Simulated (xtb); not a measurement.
# Run report: CoH10O6 (charge +1), geometry relaxation (part 3 of 4)

Continued. System: CoH10O6, charge +1, SMILES [OH][Co+]([OH])(<-[OH2])(<-[OH2])(<-[OH2])<-[OH2]. Method: GFN1-xTB (xtb 6.7.1). The geometry comes from this level: GFN2-xTB.

Geometry of the input (Å):
```
Co 0.0600  0.0039  0.0036
O  -0.1743  0.1868  1.8190
H  0.4576  -0.2312  2.4036
O  0.2111  -0.2331  -1.8140
H  -0.0135  0.4806  -2.4113
O  2.0033  -0.0826  -0.0280
H  2.5146  0.7069  0.1967
H  2.1728  -0.2862  -0.9678
O  -1.9242  0.1423  -0.0170
H  -2.2175  0.0807  0.9081
H  -2.4733  -0.4347  -0.5638
O  0.1525  1.9552  0.0986
H  0.0346  2.0374  1.0706
H  -0.5468  2.4757  -0.3211
O  0.0833  -1.9647  0.0041
H  0.1200  -2.2761  -0.9145
H  -0.4599  -2.5608  0.5333
```

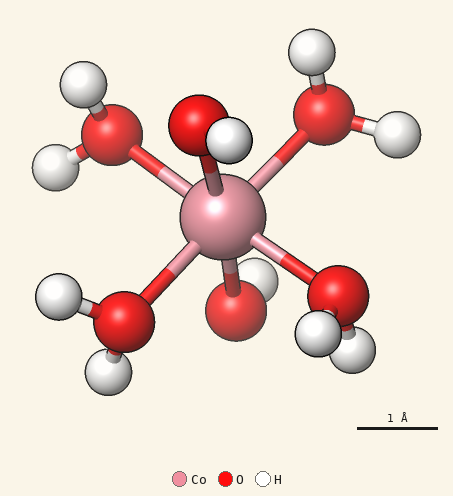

The geometry at step 7 of the log (ball-and-stick view, seen at a tilt).

## The program's output, continued
```
 ---------------------------
Co1-O2=1.8347        Co1-O4=1.8382        Co1-O6=1.9267        Co1-O9=1.9510        Co1-O12=1.9296       Co1-O15=1.9438
O2-Co1=1.8347        O2-H3=0.9641         H3-O2=0.9641         O4-Co1=1.8382        O4-H5=0.9627         H5-O4=0.9627
O6-Co1=1.9267        O6-H7=0.9650         O6-H8=0.9699         H7-O6=0.9650         H8-O6=0.9699         O9-Co1=1.9510
O9-H10=0.9674        O9-H11=0.9636        H10-O9=0.9674        H11-O9=0.9636        O12-Co1=1.9296       O12-H13=0.9740
O12-H14=0.9657       H13-O12=0.9740       H14-O12=0.9657       O15-Co1=1.9438       O15-H16=0.9667       O15-H17=0.9621
H16-O15=0.9667       H17-O15=0.9621
 O  H  Rav=0.9661 sigma=0.0034  Rmin=0.9621  Rmax=0.9740    10
 Co O  Rav=1.9040 sigma=0.0485  Rmin=1.8347  Rmax=1.9510     6

 selected bond angles (degree)
 --------------------
O4-Co1-O2=174.54               O6-Co1-O2= 96.48               O6-Co1-O4= 87.89               O9-Co1-O2= 84.92
O9-Co1-O4= 90.84               O9-Co1-O6=177.47               O12-Co1-O2= 85.74              O12-Co1-O4= 97.62
O12-Co1-O6= 89.37              O12-Co1-O9= 88.63              O15-Co1-O2= 92.69              O15-Co1-O4= 84.16
O15-Co1-O6= 88.05              O15-Co1-O9= 94.00              O15-Co1-O12=176.81             H3-O2-Co1=117.37
H5-O4-Co1=120.08               H7-O6-Co1=114.08               H8-O6-Co1=104.48               H8-O6-H7=106.55
H10-O9-Co1=109.08              H11-O9-Co1=116.70              H11-O9-H10=109.94

 selected dihedral angles (degree)
 ---------------------------------
H3-O2-Co1-O4=118.21           H3-O2-Co1-O6=335.22           H3-O2-Co1-O9=157.34           H3-O2-Co1-O12=246.34
H3-O2-Co1-O15= 63.55          H5-O4-Co1-O2=123.17           H5-O4-Co1-O6=266.41           H5-O4-Co1-O9= 84.22
H5-O4-Co1-O12=355.49          H5-O4-Co1-O15=178.16          H7-O6-Co1-O2=275.17           H7-O6-Co1-O4= 98.45
H7-O6-Co1-O9= 38.55           H7-O6-Co1-O12=  0.81          H7-O6-Co1-O15=182.68          H8-O6-Co1-O2=159.21
H8-O6-Co1-O4=342.49           H8-O6-Co1-O9=282.59           H8-O6-Co1-O12=244.84          H8-O6-Co1-O15= 66.72
H10-O9-Co1-O2=343.87          H10-O9-Co1-O4=160.43          H10-O9-Co1-O6=220.28          H10-O9-Co1-O12=258.03
H10-O9-Co1-O15= 76.23         H11-O9-Co1-O2=218.57          H11-O9-Co1-O4= 35.12          H11-O9-Co1-O6= 94.97
H11-O9-Co1-O12=132.73         H11-O9-Co1-O15=310.92

 CMA Distance (Angstroems)
 ---------------------------
R(CMA):  2.2287
           -------------------------------------------------
          |                Final Singlepoint                |
           -------------------------------------------------

          ...................................................
          :                      SETUP                      :
          :.................................................:
          :  # basis functions                  54          :
          :  # atomic orbitals                  53          :
          :  # shells                           35          :
          :  # electrons                        54          :
          :  # halogen bonds                     0          :
          :  max. iterations                   250          :
          :  Hamiltonian                  GFN1-xTB          :
          :  restarted?                      false          :
          :  GBSA solvation                  false          :
          :  PC potential                    false          :
          :  electronic temp.          300.0000000     K    :
          :  accuracy                    1.0000000          :
          :  -> integral cutoff          0.2500000E+02      :
          :  -> integral neglect         0.1000000E-07      :
          :  -> SCF convergence          0.1000000E-05 Eh   :
          :  -> wf. convergence          0.2000000E-04 e    :
          :  Broyden damping             0.4000000          :
          :  net charge                          1          :
          :  unpaired electrons                  0          :
          ...................................................

 iter      E             dE          RMSdq      gap      omega  full diag
   1    -36.8248301 -0.368248E+02  0.778E-06    1.42       0.0  T
   2    -36.8248301 -0.234479E-12  0.367E-06    1.42    6617.1  T
   3    -36.8248301 -0.426326E-13  0.227E-06    1.42   10674.0  T

   *** convergence criteria satisfied after 3 iterations ***

         #    Occupation            Energy/Eh            Energy/eV
      -------------------------------------------------------------
         1        2.0000           -0.9863800             -26.8408
       ...           ...                  ...                  ...
        21        2.0000           -0.6507901             -17.7089
        22        2.0000           -0.6307240             -17.1629
        23        2.0000           -0.6223754             -16.9357
        24        2.0000           -0.6203565             -16.8808
        25        2.0000           -0.5944396             -16.1755
        26        2.0000           -0.5821419             -15.8409
        27        2.0000           -0.5727673             -15.5858 (HOMO)
        28                         -0.5206495             -14.1676 (LUMO)
        29                         -0.4731322             -12.8746
        30                         -0.3429972              -9.3334
        31                         -0.3247546              -8.8370
        32                         -0.3162705              -8.6062
       ...                                ...                  ...
        53                          1.1941754              32.4952
      -------------------------------------------------------------
                  HL-Gap            0.0521178 Eh            1.4182 eV
             Fermi-level           -0.5467084 Eh          -14.8767 eV

 SCC (total)                   0 d,  0 h,  0 min,  0.036 sec
 SCC setup                      ...        0 min,  0.000 sec (  0.600%)
 Dispersion                     ...        0 min,  0.000 sec (  0.329%)
 classical contributions        ...        0 min,  0.000 sec (  0.182%)
 integral evaluation            ...        0 min,  0.010 sec ( 26.979%)
 iterations                     ...        0 min,  0.003 sec (  8.766%)
 molecular gradient             ...        0 min,  0.022 sec ( 61.994%)
 printout                       ...        0 min,  0.000 sec (  1.047%)

         :::::::::::::::::::::::::::::::::::::::::::::::::::::
         ::                     SUMMARY                     ::
         :::::::::::::::::::::::::::::::::::::::::::::::::::::
         :: total energy             -36.648024120510 Eh    ::
         :: gradient norm              0.000132277660 Eh/a0 ::
         :: HOMO-LUMO gap              1.418196753564 eV    ::
         ::.................................................::
         :: SCC energy               -36.824830125673 Eh    ::
         :: -> electrostatic           0.356852715218 Eh    ::
         :: repulsion energy           0.182913639520 Eh    ::
         :: dispersion energy         -0.006107634357 Eh    ::
         :: halogen bond corr.         0.000000000000 Eh    ::
         :: add. restraining           0.000000000000 Eh    ::
         :: total charge               1.000000000000 e     ::
         :::::::::::::::::::::::::::::::::::::::::::::::::::::

           -------------------------------------------------
          |                Property Printout                |
           -------------------------------------------------

    * Orbital Energies and Occupations

         #    Occupation            Energy/Eh            Energy/eV
      -------------------------------------------------------------
         1        2.0000           -0.9863800             -26.8408
       ...           ...                  ...                  ...
        15        2.0000           -0.7450488             -20.2738
        16        2.0000           -0.7356958             -20.0193
        17        2.0000           -0.7300990             -19.8670
        18        2.0000           -0.7217949             -19.6410
        19        2.0000           -0.6999598             -19.0469
        20        2.0000           -0.6926855             -18.8489
        21        2.0000           -0.6507901             -17.7089
        22        2.0000           -0.6307240             -17.1629
        23        2.0000           -0.6223754             -16.9357
        24        2.0000           -0.6203565             -16.8808
        25        2.0000           -0.5944396             -16.1755
        26        2.0000           -0.5821419             -15.8409
        27        2.0000           -0.5727673             -15.5858 (HOMO)
        28                         -0.5206495             -14.1676 (LUMO)
        29                         -0.4731322             -12.8746
        30                         -0.3429972              -9.3334
        31                         -0.3247546              -8.8370
        32                         -0.3162705              -8.6062
        33                         -0.3034325              -8.2568
        34                         -0.2459841              -6.6936
        35                         -0.2257421              -6.1428
        36                         -0.2195536              -5.9744
        37                         -0.2109289              -5.7397
        38                         -0.2046193              -5.5680
       ...                                ...                  ...
        53                          1.1941754              32.4952
      -------------------------------------------------------------
                  HL-Gap            0.0521178 Eh            1.4182 eV
             Fermi-level           -0.5467084 Eh          -14.8767 eV

  Mulliken/CM5 charges         n(s)   n(p)   n(d)
     1co    0.64511  1.03356   0.204  1.017  7.133
     2o    -0.70397 -0.96477   1.706  4.998  0.000
     3h     0.35770  0.52785   0.642  0.000  0.000
     4o    -0.70963 -0.96931   1.701  5.009  0.000
     5h     0.34939  0.51968   0.651  0.000  0.000
     6o    -0.53759 -0.93235   1.695  4.843  0.000
     7h     0.40548  0.57624   0.595  0.000  0.000
     8h     0.40922  0.58146   0.591  0.000  0.000
     9o    -0.55911 -0.95406   1.692  4.868  0.000
    10h     0.41087  0.58306   0.589  0.000  0.000
    11h     0.40349  0.57372   0.597  0.000  0.000
    12o    -0.55376 -0.94858   1.703  4.851  0.000
    13h     0.41155  0.58447   0.588  0.000  0.000
    14h     0.40645  0.57674   0.594  0.000  0.000
    15o    -0.55043 -0.94603   1.683  4.867  0.000
    16h     0.41224  0.58523   0.588  0.000  0.000
    17h     0.40299  0.57309   0.597  0.000  0.000

Wiberg/Mayer (AO) data.
largest (>0.10) Wiberg bond orders for each atom

 ---------------------------------------------------------------------------
     #   Z sym  total        # sym  WBO       # sym  WBO       # sym  WBO
 ---------------------------------------------------------------------------
     1  27 co   3.604 --     2 o    0.818     4 o    0.806     6 o    0.488
                            12 o    0.475    15 o    0.456     9 o    0.445
     2   8 o    1.901 --     3 h    0.851     1 co   0.818     4 o    0.100
     3   1 h    0.876 --     2 o    0.851
     4   8 o    1.886 --     5 h    0.856     1 co   0.806     2 o    0.100
     5   1 h    0.881 --     4 o    0.856
     6   8 o    2.158 --     7 h    0.818     8 h    0.803     1 co   0.488
     7   1 h    0.844 --     6 o    0.818
     8   1 h    0.853 --     6 o    0.803
     9   8 o    2.122 --    11 h    0.816    10 h    0.805     1 co   0.445
    10   1 h    0.848 --     9 o    0.805
    11   1 h    0.849 --     9 o    0.816
    12   8 o    2.143 --    14 h    0.817    13 h    0.796     1 co   0.475
    13   1 h    0.855 --    12 o    0.796
    14   1 h    0.844 --    12 o    0.817
    15   8 o    2.127 --    17 h    0.817    16 h    0.803     1 co   0.456
    16   1 h    0.846 --    15 o    0.803
    17   1 h    0.846 --    15 o    0.817
 ---------------------------------------------------------------------------

Topologies differ in total number of bonds
Writing topology from bond orders to xtbtopo.mol

 dipole moment from electron density (au)
     X       Y       Z
  -0.7266   0.0542  -0.2905  total (Debye):    1.994

           -------------------------------------------------
          |                Geometry Summary                 |
           -------------------------------------------------

      molecular mass/u    :      165.0090313
   center of mass at/Å    :        0.0486693       0.0007304       0.0191739
  moments of inertia/u·Å² :        0.2582003E+03   0.2677707E+03   0.2920455E+03
rotational constants/cm⁻¹ :        0.6528898E-01   0.6295548E-01   0.5772261E-01

 * 16 selected distances

     #   Z          #   Z                                           value/Å
     1  27 co       2   8 o                                       1.8346988
     2   8 o        3   1 h                                       0.9641302
     1  27 co       4   8 o                                       1.8382173
     4   8 o        5   1 h                                       0.9626885
     1  27 co       6   8 o                                       1.9266765
     6   8 o        7   1 h                                       0.9649795
     6   8 o        8   1 h                                       0.9699137
     1  27 co       9   8 o                                       1.9509541 (max)
     9   8 o       10   1 h                                       0.9674022
     9   8 o       11   1 h                                       0.9636488
     1  27 co      12   8 o                                       1.9296481
    12   8 o       13   1 h                                       0.9739520
    12   8 o       14   1 h                                       0.9656677
     1  27 co      15   8 o                                       1.9437752
    15   8 o       16   1 h                                       0.9666699
    15   8 o       17   1 h                                       0.9620739 (min)

 * 2 distinct bonds (by element types)

   Z      Z             #   av. dist./Å        max./Å        min./Å
   1 H    8 O          10     0.9661126     0.9739520     0.9620739
   8 O   27 Co          6     1.9039950     1.9509541     1.8346988

optimized geometry written to: xtbopt.coord

           -------------------------------------------------
          | TOTAL ENERGY              -36.648024120510 Eh   |
          | GRADIENT NORM               0.000132277660 Eh/α |
          | HOMO-LUMO GAP               1.418196753564 eV   |
           -------------------------------------------------

------------------------------------------------------------------------
------------------------------------------------------------------------
 total:
 *  cpu-time:     0 d,  0 h,  0 min,  0.858 sec
 * ratio c/w:     1.000 speedup
 SCF:
 *  cpu-time:     0 d,  0 h,  0 min,  0.045 sec
 * ratio c/w:     0.999 speedup
 ANC optimizer:
 *  cpu-time:     0 d,  0 h,  0 min,  0.793 sec
 * ratio c/w:     1.000 speedup
```

## Standard error
```
normal termination of xtb
```

## Trajectory as extended XYZ (Å, eV, eV/Å), 12 of the 19 frames kept, from step=0 to step=18
```
17
Properties=species:S:1:pos:R:3 step=0 energy=-997.19395
Co    0.0600    0.0039    0.0036
O    -0.1743    0.1868    1.8190
H     0.4576   -0.2312    2.4036
O     0.2111   -0.2331   -1.8140
H    -0.0135    0.4806   -2.4113
O     2.0033   -0.0826   -0.0280
H     2.5146    0.7069    0.1967
H     2.1728   -0.2862   -0.9678
O    -1.9242    0.1423   -0.0170
H    -2.2175    0.0807    0.9081
H    -2.4733   -0.4347   -0.5638
O     0.1525    1.9552    0.0986
H     0.0346    2.0374    1.0706
H    -0.5468    2.4757   -0.3211
O     0.0833   -1.9647    0.0041
H     0.1200   -2.2761   -0.9145
H    -0.4599   -2.5608    0.5333
17
Properties=species:S:1:pos:R:3 step=2 energy=-997.23137
Co    0.0619   -0.0012    0.0082
O    -0.1486    0.1350    1.8307
H     0.4949   -0.2993    2.4054
O     0.1696   -0.2053   -1.8171
H    -0.0562    0.5262   -2.4039
O     1.9957   -0.0720    0.0097
H     2.4609    0.7474    0.2154
H     2.1953   -0.2902   -0.9154
O    -1.8983    0.1486   -0.0268
H    -2.1852    0.0604    0.8934
H    -2.4211   -0.4428   -0.5768
O     0.1635    1.9378    0.0605
H     0.0568    2.0708    1.0209
H    -0.5548    2.4190   -0.3672
O     0.0775   -1.9567    0.0188
H     0.0786   -2.2534   -0.9013
H    -0.4906   -2.5243    0.5454
17
Properties=species:S:1:pos:R:3 step=3 energy=-997.23776
Co    0.0643   -0.0008    0.0126
O    -0.1399    0.1217    1.8347
H     0.5090   -0.3187    2.3994
O     0.1626   -0.1995   -1.8125
H    -0.0579    0.5384   -2.3937
O     1.9908   -0.0709    0.0191
H     2.4308    0.7663    0.2130
H     2.2098   -0.3006   -0.8982
O    -1.8821    0.1461   -0.0234
H    -2.1733    0.0416    0.8941
H    -2.3872   -0.4521   -0.5836
O     0.1655    1.9295    0.0543
H     0.0635    2.0981    1.0084
H    -0.5636    2.3863   -0.3839
O     0.0705   -1.9478    0.0171
H     0.0512   -2.2410   -0.9044
H    -0.5140   -2.4965    0.5471
17
Properties=species:S:1:pos:R:3 step=5 energy=-997.23985
Co    0.0661    0.0003    0.0157
O    -0.1350    0.1206    1.8368
H     0.5228   -0.3146    2.3907
O     0.1639   -0.1964   -1.8098
H    -0.0368    0.5479   -2.3865
O     1.9902   -0.0707    0.0181
H     2.4196    0.7750    0.1952
H     2.2183   -0.3168   -0.8933
O    -1.8774    0.1393   -0.0181
H    -2.1800    0.0250    0.8959
H    -2.3699   -0.4569   -0.5931
O     0.1630    1.9280    0.0610
H     0.0595    2.1125    1.0109
H    -0.5713    2.3704   -0.3831
O     0.0629   -1.9441    0.0138
H     0.0339   -2.2425   -0.9064
H    -0.5298   -2.4769    0.5521
17
Properties=species:S:1:pos:R:3 step=7 energy=-997.24121
Co    0.0655   -0.0006    0.0179
O    -0.1333    0.1122    1.8393
H     0.5456   -0.3039    2.3818
O     0.1561   -0.1941   -1.8096
H     0.0098    0.5674   -2.3817
O     1.9909   -0.0683    0.0160
H     2.4178    0.7859    0.1577
H     2.2159   -0.3457   -0.8874
O    -1.8817    0.1363   -0.0154
H    -2.1983    0.0098    0.8918
H    -2.3662   -0.4453   -0.6116
O     0.1558    1.9295    0.0692
H     0.0533    2.1127    1.0192
H    -0.5846    2.3648   -0.3709
O     0.0622   -1.9451    0.0159
H     0.0216   -2.2528   -0.9010
H    -0.5303   -2.4628    0.5688
17
Properties=species:S:1:pos:R:3 step=8 energy=-997.24190
Co    0.0645   -0.0004    0.0192
O    -0.1340    0.1013    1.8410
H     0.5618   -0.2962    2.3784
O     0.1447   -0.1923   -1.8092
H     0.0445    0.5810   -2.3784
O     1.9907   -0.0654    0.0150
H     2.4180    0.7936    0.1269
H     2.2113   -0.3694   -0.8813
O    -1.8849    0.1365   -0.0162
H    -2.2095   -0.0057    0.8852
H    -2.3651   -0.4308   -0.6296
O     0.1509    1.9310    0.0732
H     0.0518    2.1078    1.0252
H    -0.5959    2.3632   -0.3597
O     0.0659   -1.9446    0.0198
H     0.0086   -2.2567   -0.8947
H    -0.5232   -2.4528    0.5851
17
Properties=species:S:1:pos:R:3 step=10 energy=-997.24295
Co    0.0649    0.0021    0.0199
O    -0.1345    0.0906    1.8413
H     0.5694   -0.2856    2.3831
O     0.1282   -0.1876   -1.8075
H     0.0707    0.5880   -2.3752
O     1.9903   -0.0585    0.0127
H     2.4170    0.8047    0.0874
H     2.2100   -0.4006   -0.8697
O    -1.8832    0.1366   -0.0193
H    -2.2172   -0.0388    0.8726
H    -2.3565   -0.4080   -0.6587
O     0.1484    1.9313    0.0787
H     0.0561    2.0987    1.0338
H    -0.6070    2.3615   -0.3424
O     0.0716   -1.9401    0.0224
H    -0.0231   -2.2549   -0.8881
H    -0.5050   -2.4394    0.6090
17
Properties=species:S:1:pos:R:3 step=11 energy=-997.24319
Co    0.0648    0.0029    0.0195
O    -0.1343    0.0925    1.8408
H     0.5679   -0.2814    2.3852
O     0.1257   -0.1864   -1.8075
H     0.0758    0.5892   -2.3756
O     1.9898   -0.0586    0.0106
H     2.4162    0.8035    0.0830
H     2.2106   -0.4032   -0.8691
O    -1.8824    0.1351   -0.0190
H    -2.2184   -0.0437    0.8708
H    -2.3540   -0.4068   -0.6613
O     0.1482    1.9310    0.0804
H     0.0565    2.0973    1.0357
H    -0.6074    2.3618   -0.3392
O     0.0707   -1.9390    0.0209
H    -0.0296   -2.2552   -0.8877
H    -0.4999   -2.4390    0.6126
```
